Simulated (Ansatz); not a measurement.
SiNH4Cl2F: several calculations on one system

### Relaxation

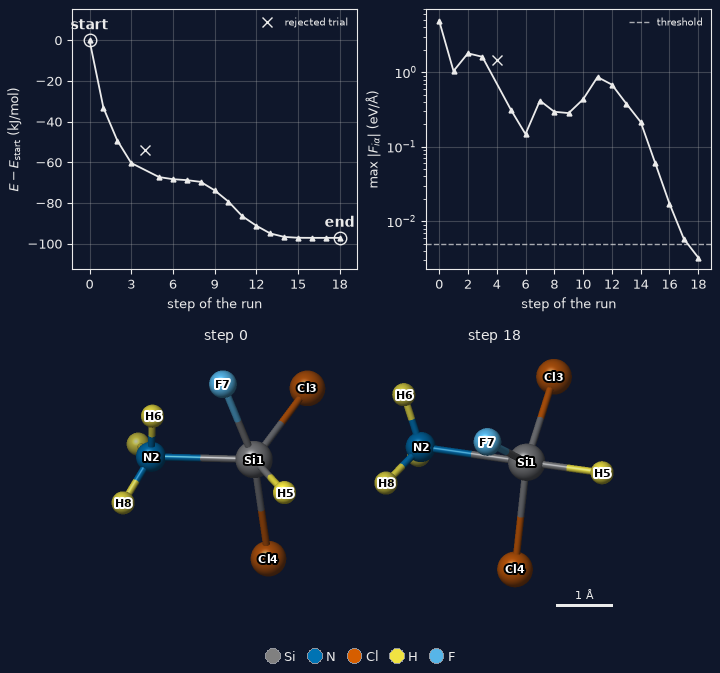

First and last geometry of a relaxation of SiNH₄Cl₂F (started from a transition state, displaced along its imaginary mode), with the history of the run. The picture is a ball-and-stick view, seen at a tilt.

The calculation used Ansatz 0.2.0, RKS PBE0-D4/def2-TZVP.

Input
```yaml
crystal:
  periodic: [false, false, false]
  atoms:
    - {symbol: Si, position_ang: [-0.702677, -0.136576, -0.344291]}
    - {symbol: N, position_ang: [0.898613, 0.210494, 0.599833]}
    - {symbol: Cl, position_ang: [-0.312567, -0.407318, -2.328625]}
    - {symbol: Cl, position_ang: [-1.230116, 1.956507, -0.437283]}
    - {symbol: H, position_ang: [-1.935637, -0.524057, 0.359821]}
    - {symbol: H, position_ang: [0.962024, -0.734164, 0.627845]}
    - {symbol: F, position_ang: [-0.063018, -1.755898, 0.017750]}
    - {symbol: H, position_ang: [0.780925, 0.712100, 1.474781]}
    - {symbol: H, position_ang: [1.602453, 0.678913, 0.030170]}
basis:
  gaussian: {orbitals: def2-TZVP}
hamiltonian: {xc: pbe0, dispersion: d4}
relax: {f_tol: 0.005, max_steps: 200}
```

Command:
```bash
ansatz run in.yaml --threads 8 --pin off --events-out ev --progress --plain --max-ram 19148MiB
```

Q: What do the curves and the structures tell?

A: It converged. The atom that moves furthest after the best rigid fit is F7 (1.21 Å). Largest moves by element: F 1.21 Å, H 1.09 Å, Cl 0.74 Å, N 0.26 Å, Si 0.22 Å. Some distances before and after: Si1–N2 1.891 → 2.059 Å, Si1–F7 1.778 → 1.616 Å, N2–H6 0.947 → 1.015 Å, Si1–Cl4 2.161 → 2.099 Å. Bond angles that change, for instance: N2–Si1–H5 121.3° → 178.6°, Cl4–Si1–F7 168.2° → 119.1°, Cl3–Si1–H5 126.2° → 96.1°. The energy falls by 97.1 kJ/mol in 17 accepted moves (18 points after the start). The largest force component goes from 4.9 to 0.0033 eV/Å. The line search rejected the trial step at point 4 of the run. Cost: 39 s on 8 threads of Arm Neoverse V1 (shared host).

### Relaxation

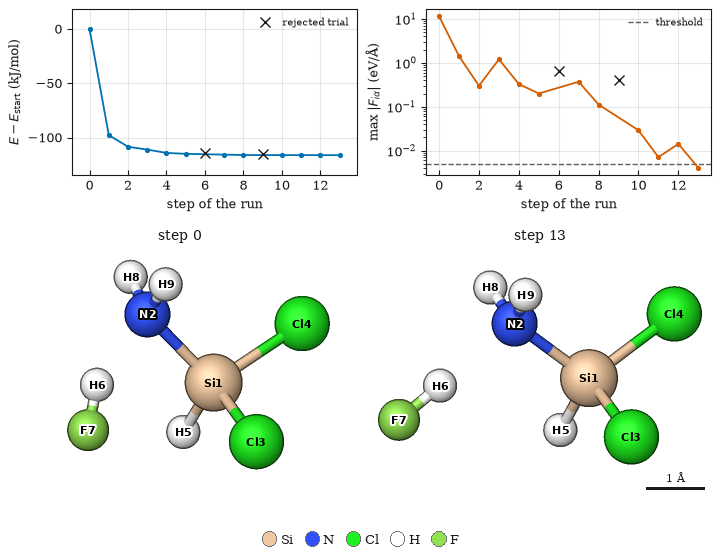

First and last geometry of a relaxation of SiNH4Cl2F (started from a transition state, displaced along its imaginary mode), with the history of the run. The picture is a ball-and-stick view, seen at a tilt.

Level of theory: RKS PBE0-D4/def2-TZVP in Ansatz.

Input file:
```yaml
crystal:
  periodic: [false, false, false]
  atoms:
    - {symbol: Si, position_ang: [-0.691210, 0.232512, -0.363424]}
    - {symbol: N, position_ang: [0.820476, 0.279998, 0.536789]}
    - {symbol: Cl, position_ang: [-0.330796, -0.388624, -2.274791]}
    - {symbol: Cl, position_ang: [-1.358019, 2.151690, -0.483585]}
    - {symbol: H, position_ang: [-1.757233, -0.533388, 0.324612]}
    - {symbol: H, position_ang: [0.687173, -1.249831, 0.491666]}
    - {symbol: F, position_ang: [0.304648, -1.936540, 0.296329]}
    - {symbol: H, position_ang: [0.745023, 0.730002, 1.441022]}
    - {symbol: H, position_ang: [1.579937, 0.714181, 0.031381]}
basis:
  gaussian: {orbitals: def2-TZVP}
hamiltonian: {xc: pbe0, dispersion: d4}
relax: {f_tol: 0.005, max_steps: 200}
```

Command:
```bash
ansatz run in.yaml --threads 8 --pin off --events-out ev --progress --plain --max-ram 19148MiB
```

Did the run converge, and what did it change?

Answer. It converged. The largest move after the best rigid fit is that of F7, 0.92 Å. Largest moves by element: F 0.92 Å, H 0.31 Å, Si 0.29 Å, Cl 0.29 Å, N 0.21 Å. Some distances before and after: Si1–F7 2.476 → 3.590 Å, Si1–H6 2.197 → 2.792 Å, N2–H6 1.536 → 1.742 Å, H6–F7 0.810 → 0.948 Å. Bond angles that change, for instance: N2–Si1–Cl4 106.6° → 112.8°, N2–Si1–H5 113.2° → 109.5°, N2–Si1–Cl3 109.6° → 106.5°. The energy falls by 116.2 kJ/mol in 11 accepted moves (13 points after the start). The largest force component goes from 12 to 0.0041 eV/Å. The line search rejected the trial steps at points 6, 9 of the run. Cost: 28 s on 8 threads of Arm Neoverse V1, with other jobs on the host.

### Reaction

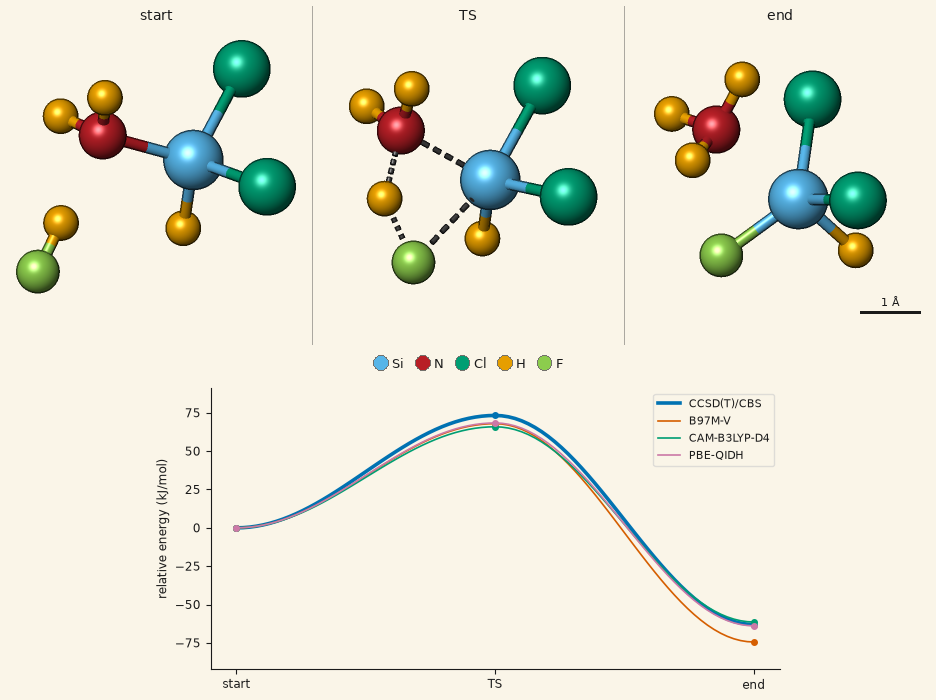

A reaction step of SiNH$_{4}$Cl$_{2}$F, with its energy diagram. A ball-and-stick model, seen at a tilt. Dashed sticks mark bonds that form or break.

Stationary points at PBE0-D4/def2-TZVP, single-point energies with CCSD(T)/CBS, B97M-V, CAM-B3LYP-D4, PBE-QIDH (def2-TZVPP where no basis is named; Ansatz 0.2.0). The energies are electronic, without zero-point or thermal terms, and both ends are the minima reached downhill from the saddle, with any fragments still in contact. CCSD(T)/CBS stands for a frozen-core estimate: MP2 correlation extrapolated from def2-TZVPP and def2-QZVPP, CCSD(T) minus MP2 from the smaller set.

### What happens, and what does it cost?

Counted by bonded pieces, the start holds HF + SiH₃NCl₂ and the end holds NH₃ + SiHCl₂F. From the start over the saddle to the end, bonds form: F–Si (3.59 → 2.13 → 1.62 Å), H–N (1.74 → 1.24 → 1.02 Å). Bonds break: N–Si (1.73 → 1.82 → 2.06 Å), F–H (0.95 → 1.18 → 2.58 Å). The saddle has one imaginary mode, 744i cm⁻¹. With CCSD(T)/CBS the barrier is 73.3 kJ/mol from the start and 136.3 kJ/mol from the end, and the end lies 63.0 kJ/mol below the start.

```csv
level,barrier from the start (kJ/mol),barrier from the end (kJ/mol),the end less the start (kJ/mol)
CCSD(T)/CBS,73.3,136.3,−63.0
B97M-V,67.9,142.3,−74.4
CAM-B3LYP-D4,65.9,127.3,−61.4
PBE-QIDH,68.4,132.3,−63.9
```

Against CCSD(T)/CBS, PBE-QIDH comes closest on the barrier from the start (−4.9 kJ/mol) and CAM-B3LYP-D4 misses most (−7.4 kJ/mol).

### Path

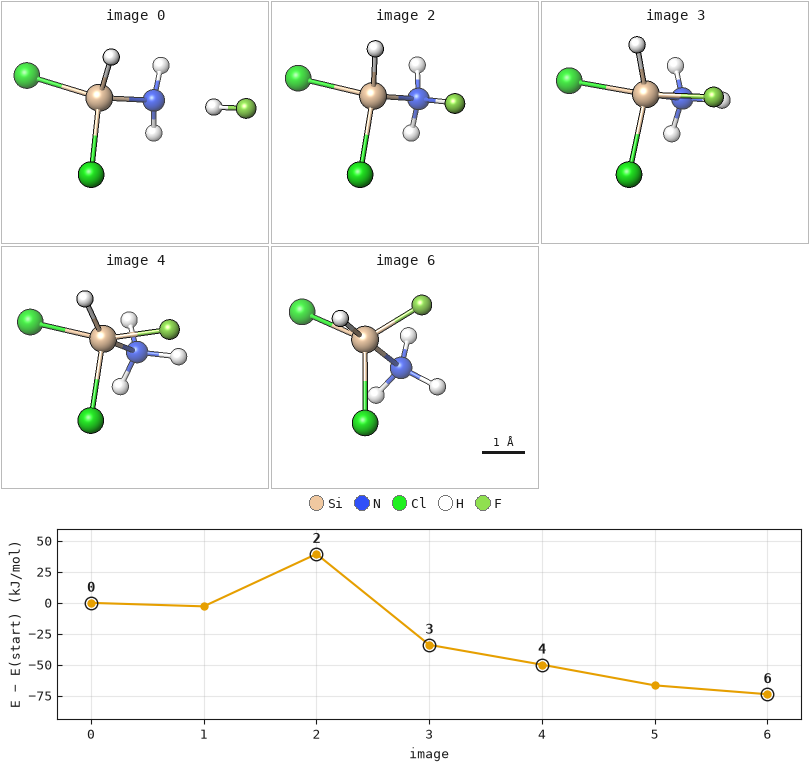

A search for the minimum-energy path of SiNH4Cl2F by the nudged elastic band. Images are numbered from 0 (start) to 6 (end). The picture is a ball-and-stick view, seen from a free direction.

Computed with Ansatz 0.2.0, RKS PBE0-D4/def2-SVP. Set-up: 5 movable images; climbing image.

Q: What happens along the path, and what is the barrier?

A: Breaking: F–H (0.95 → 2.58 Å). Forming: H–N (1.74 → 1.02 Å), F–Si (3.59 → 1.62 Å). The energy climbs by 39.4 kJ/mol to image 2 and then falls by 113.2 kJ/mol, so the end point sits at −73.7 kJ/mol. The band converged in 17 iterations. The largest component of the band force went from 4.8 to 0.049 eV/Å. The climbing image converged on the top of the path. Its curvatures weren't checked. The largest force component is 0.32 eV/Å at the start and 0.66 eV/Å at the end; an end with forces this large is no minimum, and the barrier measured from it can be far off.
